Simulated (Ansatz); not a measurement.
# Decaying states in the gap of BaSO

A new crystal, BaSO: structure, gap and complex bands. It is built by putting S for part of the O in the BaO2 structure of space group I4/mmm, with the volume rescaled by atomic radii. The parent structure comes from the Materials Project.

Calculated with Ansatz 0.2.0; PBEsol DFT, plane waves, PAW files, in the first sound run; inputs show where later runs differ.

The structure was built from a prototype and need not be the compound's stable phase.

## Step 1: Starting point

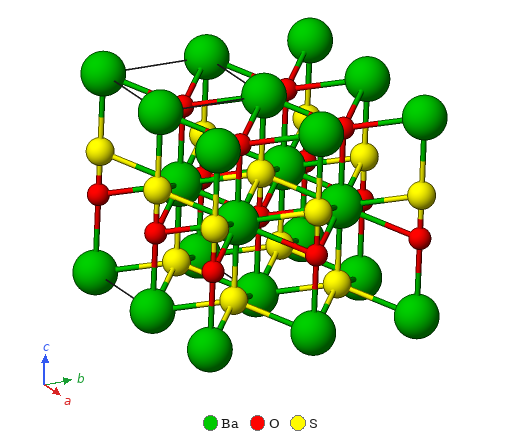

The cell as given, slightly off an axis (barium green, oxygen red, sulfur yellow). 2×2×1 cells are drawn. This picture shows the conventional cell, with its axes. Some periodic images of atoms are drawn too.

## Step 2: Relaxing the new crystal

The substituted atoms don't fit the parent's cell, so cell and atoms relax together. A small smearing keeps the run stable in case the gap closes on the way.

Input file input.yaml:

```yaml
crystal:
  lattice:
    - [-2.0135493273, 2.0135493273, 3.6190231497]
    - [2.0135493273, -2.0135493273, 3.6190231497]
    - [2.0135493273, 2.0135493273, -3.6190231497]
  atoms:
    - { symbol: Ba, position: [0.0, 0.0, 0.0] }
    - { symbol: O, position: [0.39166423, 0.39166423, 0.0] }
    - { symbol: S, position: [0.60833577, 0.60833577, 0.0] }
kpoints:
  mp_grid: { grid: [8, 8, 8] }
scf:
  occupations: { method: gaussian, width: 0.03 }
hamiltonian:
  xc: pbesol
output:
  forces: true
  stress: true
relax:
  f_tol: 0.02
  max_steps: 60
  cell: {}
```

Command:

```sh
> ansatz run input.yaml --threads 2 --pin off --max-ram 4096MiB --backend cpu --events-out ev --progress --plain --runs-dir out
```

Numbers of over 12 decimals in the logs are rounded to 6 here.

The log of the run:

```text
Engine: ansatz 0.2.0, x86_64-unknown-linux-gnu
Pseudopotentials: kind: paw
Pseudopotential: Ba, paw, valence charge 10, recommended cutoff 420 eV (normal), Ba.paw.azcp
Pseudopotential: O, paw, valence charge 6, recommended cutoff 420 eV (normal), O.paw.azcp
Pseudopotential: S, paw, valence charge 6, recommended cutoff 420 eV (normal), S.paw.azcp
Functional definition: PBEsol
  exchange = pbesol_x
  correlation = pbesol_c
Crystal: 3 atoms, lattice volume = 58.692 Å³
Basis set: ecut = 420 eV, 1161 PW (Γ), exchange–correlation on 64×64×64 points (8 copies of the dense FFT grid, shifted against one another)
Bands: 15, of which v1, the nominal top of the filled ones, is band 11 counted from 1 (10 counted from 0)
Symmetry: 8 space group operations
Space group: I4mm (ITA 107), of the structure as read, at distance tolerance 3.9e-5 Å
k-points: 59 of 512 (time reversal used)
Non-local potential: Ba, projectors of the file, l = 0: 3, l = 1: 2, l = 2: 2, l = 3: 2
Non-local potential: O, projectors of the file, l = 0: 2, l = 1: 2, l = 2: 1
Non-local potential: S, projectors of the file, l = 0: 2, l = 1: 2, l = 2: 2
PAW form: soft (Blöchl's): semilocal exchange-correlation on the pseudo side does not see the compensation charge
PAW frozen core: Ba, regenerated for the run's functional, and the local potential with it (the file was generated under x = pbe(κ = 0.804, μ = 0.219515), c = pbe(β = 0.066725))
PAW frozen core: O, regenerated for the run's functional, and the local potential with it (the file was generated under x = pbe(κ = 0.804, μ = 0.219515), c = pbe(β = 0.066725))
PAW frozen core: S, regenerated for the run's functional, and the local potential with it (the file was generated under x = pbe(κ = 0.804, μ = 0.219515), c = pbe(β = 0.066725))
PAW one-centre angular grid: Ba, 194 points (default); XC on 64 Gauss nodes
PAW one-centre angular grid: O, 110 points (default); XC on 64 Gauss nodes
PAW one-centre angular grid: S, 110 points (default); XC on 64 Gauss nodes
Initial density: superposition of atomic densities (neutral atoms: chi_scale 0, normalization atom), corrected by the library's trained network
Initial wavefunctions: pseudopotential atomic-orbital guess
Functional: x = pbesol(κ = 0.804, μ = 0.123457), c = pbesol(β = 0.046)
SCF iter   1: F=—  HF=-7310.628970 eV  |F-HF|=—  |Δ(HF+E_count)|=         —  Δρ=1.16e-2  dr2=8.61e-2  ethr=1.77e-3  ⟨swp⟩=8.2  Hψ=6665  notcnv=0
preconditioner: auto → none  [insulator: Δε(μ)=0.169 eV  Ē_g=12.836 eV  σ=0.030 eV  W_gap=1.00  n_scr=14 (ndim 8)  ℏωp=21.7 eV  f_vac=0.002  D(μ)=0.00/eV (n_scr^D=0)  ε∞_Penn≈3.9]
SCF iter   2: F=—  HF=-7310.608271 eV  |F-HF|=—  |Δ(HF+E_count)|=   2.07e-2  Δρ=2.22e-3  dr2=2.39e-3  ethr=3.91e-4  ⟨swp⟩=3.0  Hψ=1964  notcnv=0
SCF iter   3: F=—  HF=-7310.608961 eV  |F-HF|=—  |Δ(HF+E_count)|=   6.89e-4  Δρ=8.99e-4  dr2=3.54e-4  ethr=1.09e-5  ⟨swp⟩=2.3  Hψ=1418  notcnv=0
SCF iter   4: F=—  HF=-7310.609210 eV  |F-HF|=—  |Δ(HF+E_count)|=   2.50e-4  Δρ=1.72e-4  dr2=1.37e-5  ethr=1.61e-6  ⟨swp⟩=2.8  Hψ=1483  notcnv=0
SCF iter   5: F=—  HF=-7310.609210 eV  |F-HF|=—  |Δ(HF+E_count)|=   8.31e-7  Δρ=3.19e-5  dr2=2.94e-7  ethr=6.23e-8  ⟨swp⟩=2.1  Hψ=1331  notcnv=0
SCF iter   6: F=-7310.609210 eV  HF=-7310.609210 eV  |F-HF|=6.97e-9  |Δ(HF+E_count)|=   2.97e-7  Δρ=4.93e-6  dr2=8.26e-9  ethr=4.55e-10  ⟨swp⟩=4.6  Hψ=3199  notcnv=0
SCF 1 converged in 6 iterations: F = -7310.609210 eV  dr2 = 8.26e-9
  greatest PAW one-centre occupation: 0.954 electrons in one spin orbital (limit 2), on the Ba atom at site 0 (counted from 0), in its partial waves of l = 0
relax step   1: F+E_penalty+E_count = -7310.60920991 eV  Δ(F+E_penalty+E_count) = +0.000e0 eV  max|allowed force component| = 3.002e0 eV/Å  Δτ_max = 0.0000 Å  P = +9.894 GPa  Ω = 58.692 Å³  (6 SCF iters, dr2 threshold 1.00e-7 eV, accepted)
Crystal: 3 atoms, lattice volume = 66.521 Å³
Basis set: ecut = 420 eV, 1265 PW (Γ), exchange–correlation on 64×64×64 points (8 copies of the dense FFT grid, shifted against one another)
Initial density: handed on by an earlier stage of this run
Initial wavefunctions: those handed on with the density
iter 1 solved again at ethr=2.80e-4 eV; its pass at ethr=3.10e-3 eV (dr2=6.15e-2 eV) is discarded
SCF iter   1: F=—  HF=-7310.773081 eV  |F-HF|=—  |Δ(HF+E_count)|=         —  Δρ=8.02e-3  dr2=6.23e-2  ethr=2.80e-4  ⟨swp⟩=1.2  Hψ=7558  notcnv=0
preconditioner: auto → none  [insulator: Δε(μ)=0.816 eV  Ē_g=11.264 eV  σ=0.030 eV  W_gap=1.00  n_scr=14 (ndim 8)  ℏωp=19.3 eV  f_vac=0.009  D(μ)=0.00/eV (n_scr^D=0)  ε∞_Penn≈3.9]
SCF iter   2: F=—  HF=-7310.760083 eV  |F-HF|=—  |Δ(HF+E_count)|=   1.30e-2  Δρ=2.80e-3  dr2=3.66e-3  ethr=2.80e-4  ⟨swp⟩=3.1  Hψ=1635  notcnv=0
SCF iter   3: F=—  HF=-7310.759770 eV  |F-HF|=—  |Δ(HF+E_count)|=   3.13e-4  Δρ=1.13e-3  dr2=5.35e-4  ethr=1.67e-5  ⟨swp⟩=2.1  Hψ=1651  notcnv=0
SCF iter   4: F=—  HF=-7310.759961 eV  |F-HF|=—  |Δ(HF+E_count)|=   1.91e-4  Δρ=1.48e-4  dr2=1.31e-5  ethr=2.43e-6  ⟨swp⟩=2.9  Hψ=1520  notcnv=0
SCF iter   5: F=—  HF=-7310.759960 eV  |F-HF|=—  |Δ(HF+E_count)|=   1.17e-6  Δρ=4.23e-5  dr2=1.17e-6  ethr=5.95e-8  ⟨swp⟩=2.2  Hψ=1501  notcnv=0
SCF iter   6: F=-7310.759961 eV  HF=-7310.759961 eV  |F-HF|=1.19e-8  |Δ(HF+E_count)|=   7.37e-7  Δρ=6.38e-6  dr2=2.30e-8  ethr=1.36e-9  ⟨swp⟩=5.2  Hψ=3739  notcnv=0
SCF 2 converged in 6 iterations: F = -7310.759961 eV  dr2 = 2.30e-8
relax step   2: F+E_penalty+E_count = -7310.75996066 eV  Δ(F+E_penalty+E_count) = -1.508e-1 eV  max|allowed force component| = 2.091e0 eV/Å  Δτ_max = 0.0225 Å  P = +0.704 GPa  Ω = 66.521 Å³  energy of the carried Pulay correction = -1.038e-2 eV  (6 SCF iters, dr2 threshold 3.00e-7 eV, accepted)
Crystal: 3 atoms, lattice volume = 65.293 Å³
iter 1 solved again at ethr=1.31e-4 eV; its pass at ethr=3.10e-3 eV (dr2=2.89e-2 eV) is discarded
SCF iter   1: F=—  HF=-7310.847816 eV  |F-HF|=—  |Δ(HF+E_count)|=         —  Δρ=1.06e-2  dr2=3.01e-2  ethr=1.31e-4  ⟨swp⟩=1.2  Hψ=7335  notcnv=0
preconditioner: auto → none  [insulator: Δε(μ)=0.659 eV  Ē_g=12.415 eV  σ=0.030 eV  W_gap=1.00  n_scr=14 (ndim 8)  ℏωp=20.6 eV  f_vac=0.000  D(μ)=0.00/eV (n_scr^D=0)  ε∞_Penn≈3.7]
SCF iter   2: F=—  HF=-7310.841197 eV  |F-HF|=—  |Δ(HF+E_count)|=   6.62e-3  Δρ=3.98e-3  dr2=1.74e-3  ethr=1.31e-4  ⟨swp⟩=2.8  Hψ=1579  notcnv=0
SCF iter   3: F=—  HF=-7310.841232 eV  |F-HF|=—  |Δ(HF+E_count)|=   3.42e-5  Δρ=1.31e-3  dr2=1.47e-4  ethr=7.93e-6  ⟨swp⟩=2.8  Hψ=1492  notcnv=0
SCF iter   4: F=—  HF=-7310.841269 eV  |F-HF|=—  |Δ(HF+E_count)|=   3.76e-5  Δρ=1.26e-4  dr2=3.44e-6  ethr=6.67e-7  ⟨swp⟩=1.2  Hψ=935  notcnv=0
iter 5 did not close the SCF: its close was put off for the readings that it lacked (scf_convergence_deferred on its scf_iter line)
SCF iter   5: F=-7310.841269 eV  HF=-7310.841269 eV  |F-HF|=5.09e-8  |Δ(HF+E_count)|=   9.34e-8  Δρ=1.93e-5  dr2=1.35e-7  ethr=1.56e-8  ⟨swp⟩=2.1  Hψ=1488  notcnv=0
SCF iter   6: F=-7310.841269 eV  HF=-7310.841269 eV  |F-HF|=2.16e-9  |Δ(HF+E_count)|=   4.18e-9  Δρ=4.13e-6  dr2=7.91e-9  ethr=6.16e-10  ⟨swp⟩=3.7  Hψ=3877  notcnv=0
SCF 3 converged in 6 iterations: F = -7310.841269 eV  dr2 = 7.91e-9
relax step   3: F+E_penalty+E_count = -7310.84126929 eV  Δ(F+E_penalty+E_count) = -8.131e-2 eV  max|allowed force component| = 8.415e-1 eV/Å  Δτ_max = 0.0487 Å  P = +0.362 GPa  Ω = 65.293 Å³  energy of the carried Pulay correction = -8.841e-3 eV  (6 SCF iters, dr2 threshold 3.00e-7 eV, accepted)
[... from here on, the SCF cycles and remarks between the steps are left out ...]
relax step   4: F+E_penalty+E_count = -7310.87011353 eV  Δ(F+E_penalty+E_count) = -2.884e-2 eV  max|allowed force component| = 7.616e-2 eV/Å  Δτ_max = 0.0690 Å  P = +0.398 GPa  Ω = 64.770 Å³  energy of the carried Pulay correction = -8.175e-3 eV  (6 SCF iters, dr2 threshold 3.00e-7 eV, accepted)
relax step   5: F+E_penalty+E_count = -7310.87242490 eV  Δ(F+E_penalty+E_count) = -2.311e-3 eV  max|allowed force component| = 6.493e-2 eV/Å  Δτ_max = 0.0130 Å  P = +0.049 GPa  Ω = 65.392 Å³  energy of the carried Pulay correction = -8.967e-3 eV  (6 SCF iters, dr2 threshold 3.00e-7 eV, accepted)
relax step   6: F+E_penalty+E_count = -7310.87313385 eV  Δ(F+E_penalty+E_count) = -7.090e-4 eV  max|allowed force component| = 2.491e-2 eV/Å  Δτ_max = 0.0229 Å  P = +0.018 GPa  Ω = 65.854 Å³  energy of the carried Pulay correction = -9.550e-3 eV  (6 SCF iters, dr2 threshold 2.63e-7 eV, accepted)
relax step   7: F+E_penalty+E_count = -7310.87317089 eV  Δ(F+E_penalty+E_count) = -3.704e-5 eV  max|allowed force component| = 2.901e-3 eV/Å  Δτ_max = 0.0011 Å  P = +0.002 GPa  Ω = 65.846 Å³  energy of the carried Pulay correction = -9.540e-3 eV  (6 SCF iters, dr2 threshold 3.88e-8 eV, accepted)
relax step   8: F+E_penalty+E_count = -7310.89569784 eV  Δ(F+E_penalty+E_count) = -2.253e-2 eV  max|allowed force component| = 5.285e-3 eV/Å  Δτ_max = 0.0000 Å  P = +0.488 GPa  Ω = 65.846 Å³  stress off target by 6.39e-1 GPa  SCF on the basis re-selected at this cell (its energy is not comparable with the rows above)  (7 SCF iters)
relax step   9: F+E_penalty+E_count = -7310.89620710 eV  Δ(F+E_penalty+E_count) = -5.093e-4 eV  max|allowed force component| = 1.264e-2 eV/Å  Δτ_max = 0.0119 Å  P = -0.034 GPa  Ω = 66.818 Å³  energy of the carried Pulay correction = -1.455e-3 eV  (6 SCF iters, dr2 threshold 3.00e-7 eV, accepted)
relax step  10: F+E_penalty+E_count = -7310.89619184 eV  Δ(F+E_penalty+E_count) = +1.525e-5 eV  max|allowed force component| = 7.365e-3 eV/Å  Δτ_max = 0.0044 Å  P = +0.031 GPa  Ω = 66.827 Å³  energy of the carried Pulay correction = -1.490e-3 eV  (6 SCF iters, dr2 threshold 7.20e-9 eV, accepted)
relax step  11: F+E_penalty+E_count = -7310.89620207 eV  Δ(F+E_penalty+E_count) = -1.022e-5 eV  max|allowed force component| = 1.185e-3 eV/Å  Δτ_max = 0.0015 Å  P = -0.003 GPa  Ω = 66.834 Å³  energy of the carried Pulay correction = -1.491e-3 eV  (6 SCF iters, dr2 threshold 8.41e-9 eV, accepted)
iter 1 solved again at ethr=4.95e-7 eV; its pass at ethr=3.10e-3 eV (dr2=1.09e-4 eV) is discarded
SCF iter   1: F=—  HF=-7310.897768 eV  |F-HF|=—  |Δ(HF+E_count)|=         —  Δρ=1.16e-4  dr2=9.88e-7  ethr=4.95e-7  ⟨swp⟩=3.1  Hψ=8858  notcnv=0
SCF iter   2: F=—  HF=-7310.897795 eV  |F-HF|=—  |Δ(HF+E_count)|=   2.70e-5  Δρ=5.39e-5  dr2=1.66e-7  ethr=4.49e-9  ⟨swp⟩=2.0  Hψ=1500  notcnv=0
SCF iter   3: F=—  HF=-7310.897805 eV  |F-HF|=—  |Δ(HF+E_count)|=   9.13e-6  Δρ=1.17e-5  dr2=1.12e-8  ethr=7.54e-10  ⟨swp⟩=2.3  Hψ=1245  notcnv=0
SCF iter   4: F=—  HF=-7310.897805 eV  |F-HF|=—  |Δ(HF+E_count)|=   4.32e-7  Δρ=1.09e-6  dr2=2.90e-10  ethr=5.10e-11  ⟨swp⟩=2.0  Hψ=1479  notcnv=0
iter 5 did not close the SCF: its close was put off for the readings that it lacked (scf_convergence_deferred on its scf_iter line)
SCF iter   5: F=-7310.897805 eV  HF=-7310.897805 eV  |F-HF|=8.91e-11  |Δ(HF+E_count)|=   2.43e-9  Δρ=2.83e-7  dr2=2.48e-11  ethr=1.32e-12  ⟨swp⟩=2.1  Hψ=1338  notcnv=0
SCF iter   6: F=-7310.897805 eV  HF=-7310.897805 eV  |F-HF|=1.82e-12  |Δ(HF+E_count)|=  9.09e-11  Δρ=7.06e-8  dr2=1.98e-12  ethr=1.00e-12  ⟨swp⟩=4.2  Hψ=3976  notcnv=0
SCF 12 converged in 6 iterations: F = -7310.897805 eV  dr2 = 1.98e-12
relax step  12: F+E_penalty+E_count = -7310.89780497 eV  Δ(F+E_penalty+E_count) = -1.603e-3 eV  max|allowed force component| = 1.034e-3 eV/Å  Δτ_max = 0.0000 Å  P = +0.007 GPa  Ω = 66.834 Å³  stress off target by 1.73e-2 GPa  SCF on the basis re-selected at this cell (its energy is not comparable with the rows above)  (6 SCF iters)
basis re-selected at this cell: Δ(F+E_penalty+E_count) = -1.603e-3 eV, ΔP = +0.009 GPa vs the last step (what re-selecting the basis moved, of the pressure what is left beyond the Pulay correction that the steps carried, after the strain that the cell walked since its last selection, with what the two solves' SCF thresholds leave and, on support functions, any second-order correction that the steps lacked; it is no m [...]
SCF converged after 6 iterations
Free energy (F): -7310.897805 eV
Harris-Foulkes:  -7310.897805 eV  (|F-HF|=1.82e-12)
Internal energy: -7310.897805 eV  (E = F + TS)
E sigma→0 (E₀):  -7310.897805 eV
Fermi energy:    8.237090 eV
--- Per-component energies (eV) ---
  E_band       = -51.719944
  E_kinetic    = 452.593045
  E_local      = -803.826509  (includes V_loc(G=0)·N_el)
  E_nonlocal   = 135.229267
  E_hartree    = 279.879325
  E_xc         = -337.202263
  E_vxc        = -318.250715  (∫ρ·V_xc dr)
  E_paw        = -5876.635177  (= ΣΔE_a)
  E_vpaw       = -77.226053  (= ΣTr[D̂ρ^β])
  E_aug_tail   = 0.002384  (compensation charges beyond the density's cutoff)
  E_ewald      = -1161.186547
  E_core_change = 0.248670  (= ΣΔE_core)
  E_smearing   = -0.000000  (= −TS)
  E_closure    = -0.000000  (closes the sum)
  Σ components = -7310.897805   (vs F -7310.897805, Δ=0.00e0)
--- Forces (eV/Å), atoms counted from 1 ---
  atom   1  Ba     0.00000000     0.00000000    -0.00011472
  atom   2  O      0.00000000     0.00000000     0.00103423
  atom   3  S     -0.00000000    -0.00000000    -0.00091823
  max |Σ_I F_I| component: 1.27e-6 eV/Å
--- Stress (GPa, compression-positive) ---
        0.017260       0.000000       0.000000
        0.000000       0.017260       0.000000
        0.000000       0.000000      -0.014092
  P = ⅓ Tr σ = 0.0068 GPa (0.068 kbar)
--- Relaxed structure (10 steps of the walk, 10 accepted, 2 SCFs on fresh bases) ---
  F+E_penalty+E_count = -7310.89780497 eV   max|allowed force component| = 1.034e-3 eV/Å   (the final SCF, on the basis selected at the relaxed cell)
  cell:  # Å, volume = 66.8341 Å³
    - [-2.146221, 2.146221, 3.627345]
    - [2.146221, -2.146221, 3.627345]
    - [2.146221, 2.146221, -3.627345]
  atoms:
    - { symbol: Ba, position: [0.025437, 0.025437, 0] }
    - { symbol: O, position: [0.372267, 0.372267, 0] }
    - { symbol: S, position: [0.602296, 0.602296, 0] }
```

Wall time 13 s (2 threads of AMD EPYC 9R45, shared host); peak memory 0.47 GiB; 25 s of CPU time.

Step by step:

```csv
step,energy less that of the first step (eV),largest force component (eV/Å),pressure (GPa),volume (Å³)
1,0.0000,3.0024,9.89,58.69
2,-0.1508,2.0906,0.70,66.52
3,-0.2321,0.8415,0.36,65.29
4,-0.2609,0.0762,0.40,64.77
5,-0.2632,0.0649,0.05,65.39
6,-0.2639,0.0249,0.02,65.85
7,-0.2640,0.0029,0.00,65.85
8*,-0.2865,0.0053,0.49,65.85
9,-0.2870,0.0126,-0.03,66.82
10,-0.2870,0.0074,0.03,66.83
11,-0.2870,0.0012,0.00,66.83
12*,-0.2886,0.0010,0.01,66.83
```

Relaxation steps marked * repeat the geometry before them on a plane-wave basis chosen anew for their cell, so energy and pressure can jump there.

The run keeps the 8 symmetry operations that it works with, so distortions that break them were not tested.

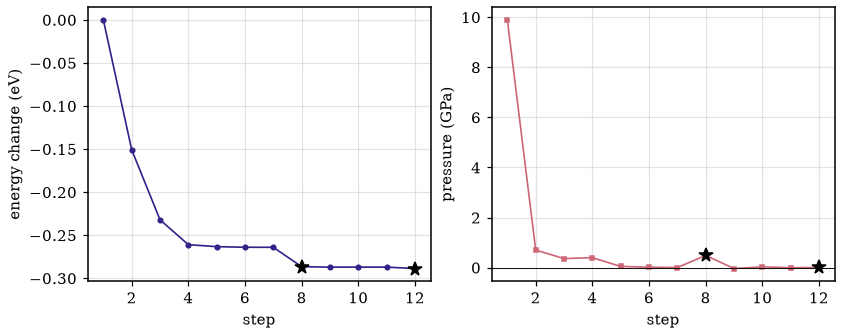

Energy and pressure along the relaxation. Stars mark steps on a basis chosen anew.

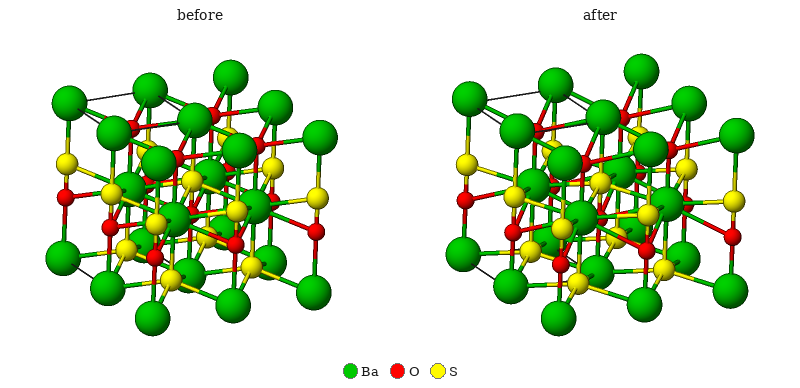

Before and after, at one scale.

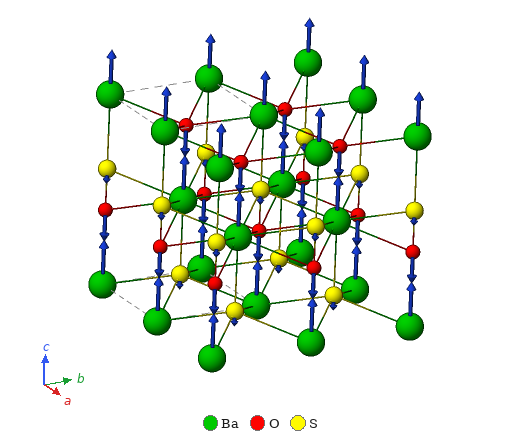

Displacements in the relaxation, exaggerated, measured against the changing cell; the longest in the cell stands for 0.18 Å. 2×2×1 conventional cells are drawn. Some periodic images of atoms are drawn too.

| conventional cell, symmetrised | before | after | change |
| --- | --- | --- | --- |
| a (Å) | 4.027 | 4.292 | +6.6 % |
| b (Å) | 4.027 | 4.292 | +6.6 % |
| c (Å) | 7.238 | 7.255 | +0.2 % |
| volume (Å³/atom) | 19.56 | 22.28 | +13.9 % |

The atoms that moved most (Å, as changes of fractional coordinates times the final cell):

```csv
atom,dx,dy,dz,length
Ba1,0.000,0.000,0.185,0.185
O2,0.000,0.000,-0.141,0.141
S3,0.000,0.000,-0.044,0.044
```

Final coordinates:

```
Ba O S
1.0
    -2.14622    2.14622    3.62734
     2.14622   -2.14622    3.62734
     2.14622    2.14622   -3.62734
Ba O S
1 1 1
Cartesian
  0.0000 0.0000 0.1845
  0.0000 0.0000 2.7007
  0.0000 0.0000 4.3695
```

This step gave:

```yaml
free_energy: -7310.8978 eV
fermi_energy: 8.237 eV
pressure: 0.006809 GPa
```

The largest force component on a free atom ends at 0.0010 eV/Å.

## Step 3: Band edges

The energy window and the wavevectors of the next steps follow from the band edges, so these are searched first, off the mesh as well.

Input file input.yaml:

```yaml
crystal:
  lattice:
    - [-2.1462212975, 2.1462212975, 3.6273445071]
    - [2.1462212975, -2.1462212975, 3.6273445071]
    - [2.1462212975, 2.1462212975, -3.6273445071]
  atoms:
    - { symbol: Ba, position: [0.0254372793, 0.0254372793, 0.0] }
    - { symbol: O, position: [0.3722671397, 0.3722671397, 0.0] }
    - { symbol: S, position: [0.602295581, 0.602295581, 0.0] }
kpoints:
  mp_grid: { grid: [8, 8, 8] }
  band_path: { path: [VBM, CBM], npoints: 30 }
scf:
  occupations: { method: fixed }
hamiltonian:
  xc: pbesol
output:
  eigenvalues: true
  write_potential: true
  write_density: true
  volumetric_format: npy
```

The log of the run:

```text
[...]
Crystal: 3 atoms, lattice volume = 66.834 Å³
Basis set: ecut = 420 eV, 1293 PW (Γ)
Bands: 15, of which v1, the nominal top of the filled ones, is band 11 counted from 1 (10 counted from 0)
Symmetry: 8 space group operations
[...]
k-points: 59 of 512 (time reversal used)
[...]
SCF iter   1: F=—  HF=-7310.907694 eV  |F-HF|=—  |Δ(HF+E_count)|=         —  Δρ=8.82e-3  dr2=4.78e-2  ethr=1.77e-3  ⟨swp⟩=4.5  Hψ=4748  notcnv=0  defer=109
[...]
SCF iter   7: F=-7310.897832 eV  HF=-7310.897832 eV  |F-HF|=4.23e-9  |Δ(HF+E_count)|=   1.55e-7  Δρ=2.67e-6  dr2=2.68e-9  ethr=4.55e-10  ⟨swp⟩=5.5  Hψ=4309  notcnv=0
SCF 1 converged in 7 iterations: F = -7310.897832 eV  dr2 = 2.68e-9
[...]
NSCF: frozen V_eff on 30 k-points
[...]
SCF converged after 7 iterations
Free energy (F): -7310.897832 eV
[...]
Internal energy: -7310.897832 eV  (E = F + TS)
E sigma→0 (E₀):  -7310.897832 eV
Fermi energy:    7.784624 eV
[...]
--- Band table (eV; the first three rows and the last of 59) ---
  k-point 0: bands = [... 7 lower, 3.7569, 3.7569, 6.4315, 6.4315, 9.7211, 9.8506, 11.7298, 12.0987]
  k-point 1: bands = [... 7 lower, 3.3809, 3.7420, 6.2479, 6.4822, 10.2902, 10.3041, 12.0489, 12.6237]
  k-point 2: bands = [... 7 lower, 3.0029, 3.7353, 5.8951, 6.9259, 10.6382, 11.6936, 12.2875, 13.0564]
  k-point 58: bands = [... 7 lower, 3.6811, 3.6811, 7.7846, 7.7846, 8.6888, 9.7867, 12.3442, 13.6660]
```

Elapsed: 2.6 s, on 2 threads; peak memory 0.43 GiB.

Numbers from this step:

| Item | Value |
| --- | --- |
| Fermi energy | 7.785 eV |
| gap on the k-mesh | 0.9042 eV |
| gap on path | 0.9042 eV, by band count; negative where bands overlap |
| direct gap on path | 0.9042 eV |
| edge places on path | 0, 0 1/A along the path |

Levels at VBM (eV): -5.40, -4.10, -4.10, 0.00, 0.00, 0.90, 2.00, 4.56, 5.88.

The searched edges give 0.904 eV, as on the mesh.

[end of part 1 of 3]

[Logs are printed without paths, hosts, clocks, repeated set-up lines and the standing remarks that a program may print on its own settings, such as how far it seeks lower states.]

[Hosts, paths, dates, database ids (printed as entryN), source tags and the programs' standing remarks are cut or masked in the printed files.]

[New means built here by substitution; the compound itself may be known and measured.]
